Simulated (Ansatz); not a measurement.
# H2Pt3 (charge +1, doublet): what the fields show

The calculation's input:

```
crystal:
  periodic: [false, false, false]
  atoms:
    - {symbol: Pt, position_ang: [-0.719988, -1.096434, -0.354227]}
    - {symbol: Pt, position_ang: [0.001620, 1.003266, 0.916382]}
    - {symbol: Pt, position_ang: [1.334521, 0.173228, -1.044120]}
    - {symbol: H, position_ang: [-0.773566, 1.872079, -0.036166]}
    - {symbol: H, position_ang: [0.157424, -1.952149, 0.518131]}
basis:
  gaussian: {orbitals: def2-TZVP, initial_orbitals: start.molden}
total_charge: 1
magnetization: {spin_polarized: true, initial_magnetization: 1}
hamiltonian: {xc: pbe0, dispersion: d4}
scf: {omitted_lower_state_checks: [starts]}
output: {orbitals: {seedname: orbitals}}
```

Command:

```sh
ansatz run in.yaml --threads 2 --pin off --events-out ev --progress --plain --max-ram 4352MiB
```

Geometry: PBE0-D4/def2-TZVP; core potentials replace the inner electrons of Pt.

These are results of UKS PBE0-D4/def2-TZVP in Ansatz 0.2.0, not measurements.

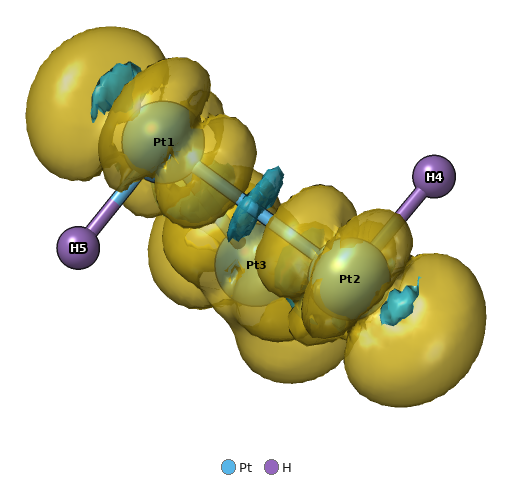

Figure 1. Isosurfaces of the spin density at +0.015 (yellow) and −0.015 e/Å³ (cyan), seen from one side.

Question: Which atoms carry the spin?

Answer: The unpaired spin (1 electron) lies mostly on Pt3 (about 0.4), Pt1 (about 0.3) and Pt2 (about 0.3), in electrons by Hirshfeld's partition.

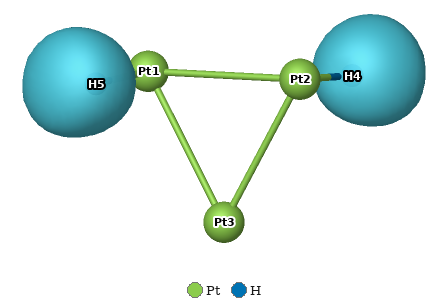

Figure 2. Isosurface of the electron localisation function at 0.8 (cyan), seen across its widest extent. Core shells and regions of very low density are left out.

Question: What do the ELF domains correspond to?

Answer: At this value the surface marks out two regions around hydrogen nuclei. Along the contacts the grid gives the following. Pt–Pt (2.51 Å): the ELF is about 0.35 at the midpoint. Pt–H (1.50 Å): the ELF climbs to about 1 towards the hydrogen.

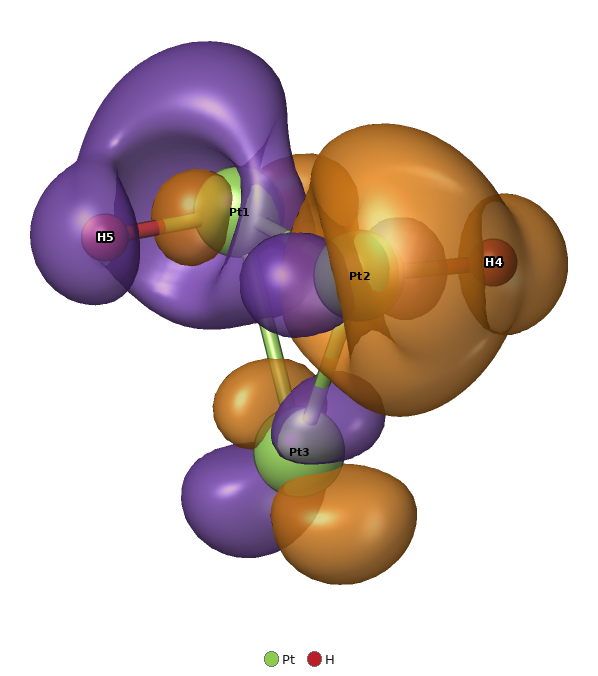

Figure 3. The LUMO (α) at ±0.1 Å⁻³ᐟ² (orange and purple are the two phases), seen at a tilt.

Question: Describe this orbital and give its energy.

Answer: By Hirshfeld shares it lies mainly on Pt1 (about 35 %), Pt2 (about 35 %) and Pt3 (about 20 %). Its energy is −8.91 eV.

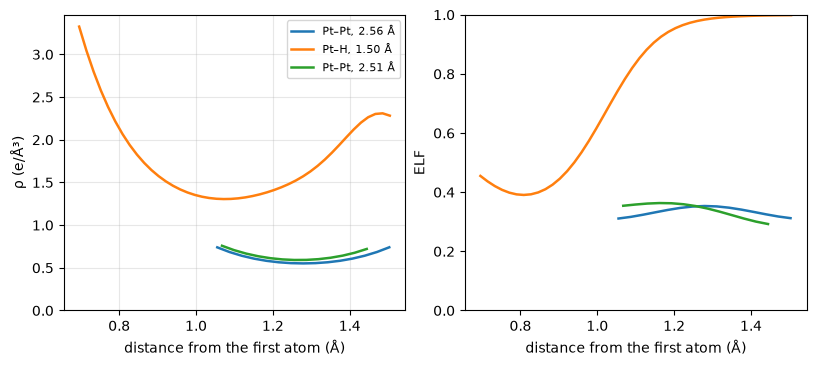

Figure 4. Electron density and electron localisation function along straight lines between neighbouring atoms. The curves leave out the atomic cores.

Question: What can be read from the curves?

Answer: Pt–Pt (2.56 Å): the density is about 0.55 e/Å³ at the midpoint; the ELF is about 0.35 at the midpoint.
Pt–H (1.50 Å): the density is about 2.6 e/Å³ at the midpoint; the ELF climbs to about 1 towards the hydrogen.
Pt–Pt (2.51 Å): the density is about 0.59 e/Å³ at the midpoint; the ELF is about 0.35 at the midpoint.
